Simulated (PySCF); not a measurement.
## C₆H₉BO₃Si: NMR shielding calculation

C₆H₉BO₃Si, SMILES OB(O)[SiH2]Oc1ccccc1, computed with GIAO HF/pcSseg-2 NMR shielding, non-relativistic, gas phase (PySCF 2.14.0).

The geometry comes from this level: PBE0-D3(BJ)/def2-SVP. It belongs to a series of runs on one base structure; here: H on Si replaced by B(OH)2. Figures and captions count atoms from 1; the log counts them from 0 in places.

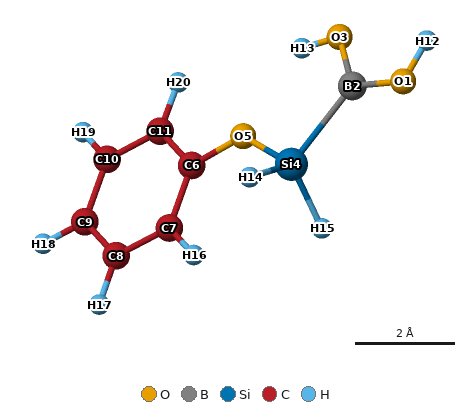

*The structure (ball-and-stick view, seen at a tilt; atoms are numbered from 1 in the order of the input).*

## The input
```
{"job": {"kind": "nmr", "xc": "HF", "basis": "pcSseg-2", "pop": false}, "charge": 0, "multiplicity": 1}
O      4.569670    -1.301440     0.126841
B      3.438351    -0.613291    -0.148220
O      3.489022     0.576423    -0.799062
Si     1.588592    -1.264175     0.355174
O      0.723751     0.054180    -0.302805
C     -0.611419     0.269109    -0.348499
C     -1.536685    -0.639874     0.174326
C     -2.901016    -0.365800     0.091382
C     -3.355253     0.806665    -0.508422
C     -2.427769     1.711587    -1.026784
C     -1.064240     1.448738    -0.949447
H      5.355081    -0.837314    -0.191749
H      2.595036     0.930503    -0.917311
H      1.283130    -1.379643     1.816059
H      1.130318    -2.532568    -0.294899
H     -1.190760    -1.563620     0.645655
H     -3.615203    -1.083372     0.502565
H     -4.425080     1.015544    -0.571848
H     -2.769588     2.635566    -1.499694
H     -0.328443     2.147524    -1.352695
```

The first line tells a small driver script what to run in PySCF; the rest is the geometry in Å.

Launch command:
```bash
OMP_NUM_THREADS=1 python <driver script> task.json out
```

## What the program printed
```
final grid: 172360 points
cycle   1  E = -770.7859883520  dE =  2.664e+00  |g| = 8.815e-01  |ddm| = 3.449e+00
cycle   2  E = -770.9452874255  dE = -1.593e-01  |g| = 4.647e-01  |ddm| = 7.989e-01
cycle   3  E = -770.9829877875  dE = -3.770e-02  |g| = 1.032e-01  |ddm| = 3.049e-01
cycle   4  E = -770.9861639201  dE = -3.176e-03  |g| = 1.887e-02  |ddm| = 1.394e-01
cycle   5  E = -770.9862753334  dE = -1.114e-04  |g| = 6.996e-03  |ddm| = 2.750e-02
cycle   6  E = -770.9862893578  dE = -1.402e-05  |g| = 2.038e-03  |ddm| = 7.706e-03
cycle   7  E = -770.9862917067  dE = -2.349e-06  |g| = 7.084e-04  |ddm| = 4.225e-03
cycle   8  E = -770.9862921112  dE = -4.045e-07  |g| = 3.037e-04  |ddm| = 1.599e-03
cycle   9  E = -770.9862922313  dE = -1.200e-07  |g| = 1.686e-04  |ddm| = 7.686e-04
cycle  10  E = -770.9862922637  dE = -3.249e-08  |g| = 7.820e-05  |ddm| = 4.190e-04
cycle  11  E = -770.9862922712  dE = -7.480e-09  |g| = 2.370e-05  |ddm| = 2.451e-04
cycle  12  E = -770.9862922719  dE = -6.353e-10  |g| = 1.054e-05  |ddm| = 6.926e-05
converged SCF energy = -770.9862922719

GIAO shielding tensors (ppm)
atom      isotropic    diamagn.    paramagn.     s11        s22        s33       span
  0 O      225.080     381.323    -156.242    107.128    275.379    292.735    185.607
  1 B       80.322     197.125    -116.803     66.191     72.467    102.308     36.117
  2 O      193.050     389.947    -196.897     31.749    256.548    290.853    259.103
  3 Si     422.484     878.611    -456.127    371.693    404.611    491.147    119.454
  4 O      259.391     401.717    -142.326    191.084    274.847    312.242    121.159
  5 C       23.746     249.640    -225.894    -88.557     28.177    131.618    220.175
  6 C       70.147     255.487    -185.340    -26.231     61.502    175.171    201.401
  7 C       49.440     248.926    -199.486    -73.721     39.450    182.591    256.313
  8 C       63.223     249.276    -186.053    -52.959     57.111    185.517    238.476
  9 C       48.805     248.386    -199.580    -74.669     38.613    182.471    257.139
 10 C       65.119     253.077    -187.958    -33.016     59.273    169.100    202.116
 11 H       27.435      27.589      -0.154     20.701     23.227     38.375     17.673
 12 H       25.086      36.302     -11.216     15.508     23.763     35.987     20.479
 13 H       26.961      31.478      -4.517     23.369     26.111     31.403      8.034
 14 H       26.950      31.120      -4.169     23.265     26.263     31.323      8.058
 15 H       24.661      36.146     -11.486     19.866     24.234     29.882     10.016
 16 H       24.033      30.426      -6.393     20.169     24.278     27.652      7.484
 17 H       24.549      27.617      -3.069     20.682     25.573     27.391      6.709
 18 H       24.030      29.005      -4.975     20.279     24.377     27.433      7.154
 19 H       24.491      34.186      -9.695     20.125     24.069     29.279      9.154
```

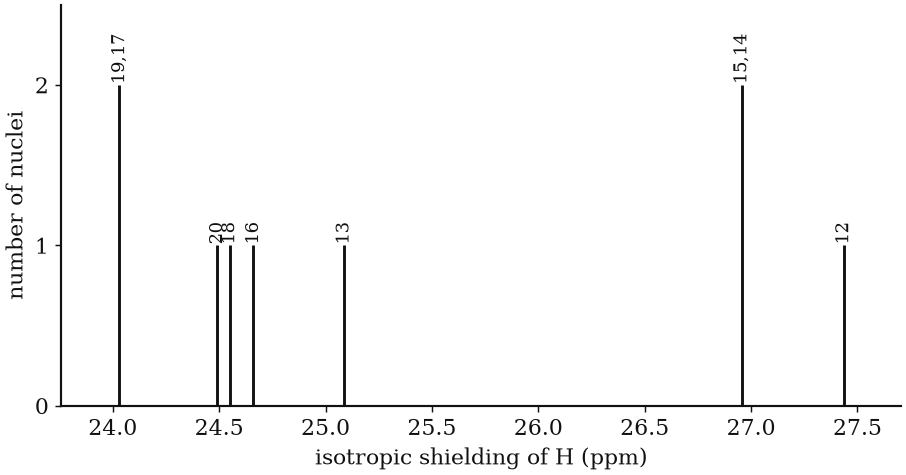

*Isotropic shieldings of the hydrogen nuclei in this fixed geometry, labelled by atom number; shielding grows to the right, so chemical shift grows to the left.*

The least shielded is H19 (24.0 ppm), the most shielded H12 (27.4 ppm).

## Results in brief

| quantity | value |
| --- | --- |
| outcome | converged |
| total energy | −770.986292 hartree |
| HOMO | −8.69 eV |
| LUMO | 2.65 eV |
| dipole moment | 0.49 D |
| isotropic shielding, O | 193.1 to 259.4 ppm |
| isotropic shielding, B | 80.3 ppm |
| isotropic shielding, Si | 422.5 ppm |
| isotropic shielding, C | 23.7 to 70.1 ppm |
| isotropic shielding, H | 24.0 to 27.4 ppm |
| hardware | 1 CPU thread, shared host |
| wall time | 4.7 min |
| peak memory | 2.5 GiB |
